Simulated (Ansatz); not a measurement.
# AlCl2FH4OSi: what the fields show

```tsv
atom	x (Å)	y (Å)	z (Å)
Al	-0.0179	-0.0706	0.1291
F	0.1415	0.4879	1.7028
Cl	1.5942	0.2815	-1.1829
Cl	-1.9648	-0.0469	-0.7228
O	0.0828	-1.9258	0.6405
Si	-0.7212	-3.2836	-0.0998
H	0.0454	-4.4720	0.3520
H	-2.1219	-3.3352	0.3767
H	-0.5936	-3.0415	-1.5498
H	0.2925	-1.9619	1.5894
```

The calculation used RKS B3LYP-D4/def2-SVP in Ansatz.

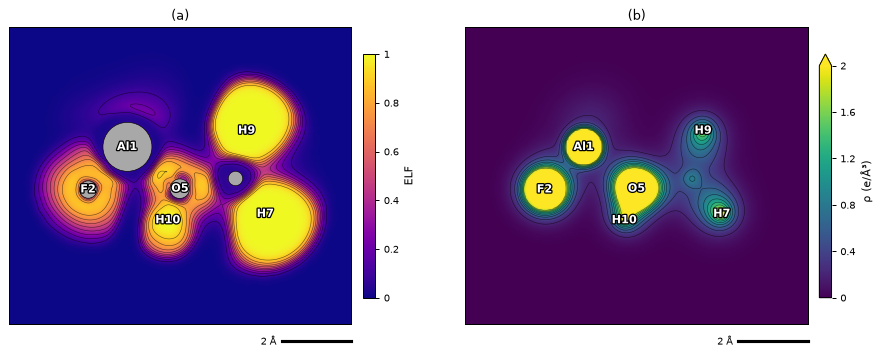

Figure 1. (a) electron localisation function; (b) electron density on the plane of atoms Al1, O5 and H10. Grey discs cover the atomic cores in the ELF map.

> What does the map show?

- The plane passes through Al, F, O and H nuclei.
- Al–F (1.68 Å): ρ at the midpoint is about 0.77 e/Å³; the ELF peaks at about 0.85 in the valence shell of F, 0.6 Å from its nucleus, and is about 0.20 at the midpoint.
- Al–O (1.93 Å): the density is about 0.48 e/Å³ at the midpoint; the ELF peaks at about 0.90 in the valence shell of O, 0.7 Å from its nucleus, and is about 0.45 at the midpoint.
- O–H (0.97 Å): the density is about 3.6 e/Å³ at the midpoint; the ELF climbs to about 1 towards the hydrogen, as it does in any bond to H; an ordinary covalent bond to hydrogen.
- The ELF also peaks beside F2, away from the bonds: lone-pair regions.

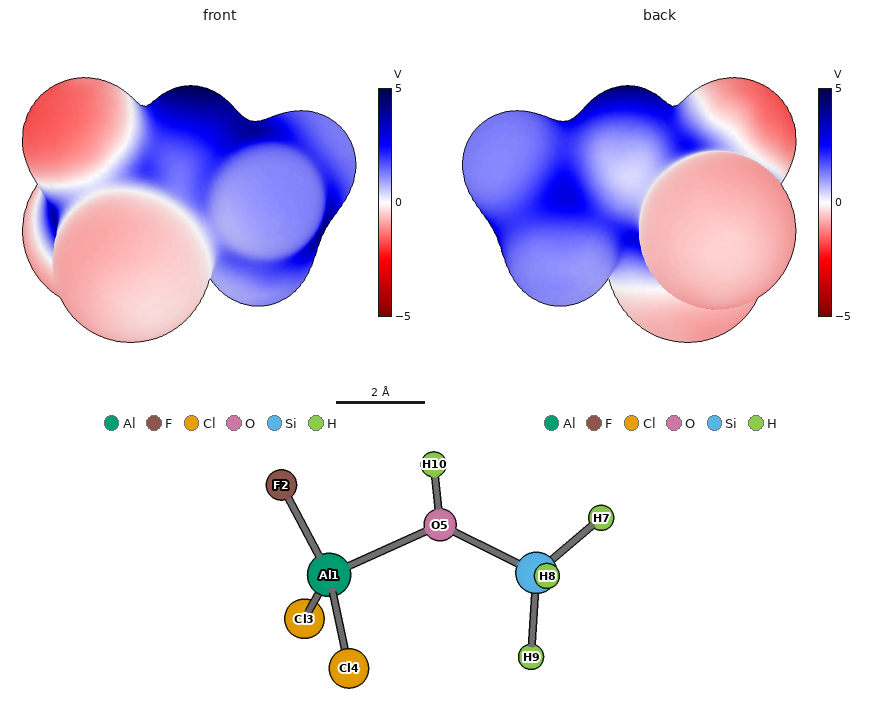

Figure 2. The molecular electrostatic potential painted on the density surface at 0.004 e/bohr³, seen from the front and from behind; red is negative and blue positive. The bare structure is drawn below in the same view.

> Describe the electrostatic potential map.

The most negative region (about −1.7 V) lies over F2, the most positive (about +4.7 V) over H10.

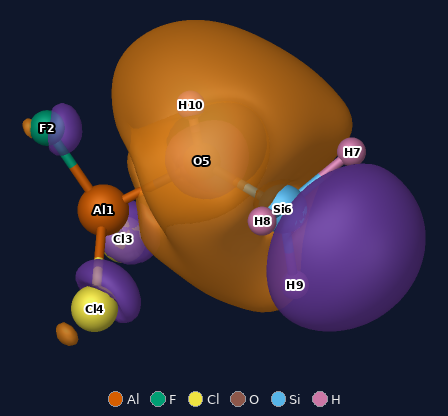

Figure 3. The LUMO at ±0.08 Å⁻³ᐟ² (orange and purple are the two phases), seen at a tilt.

> Where does this orbital lie, and at what energy?

By Hirshfeld shares it lies mainly on Si6 (about 50 %), O5 (about 15 %), H10 (about 10 %) and Al1 (about 5 %). Its energy is −1.25 eV.
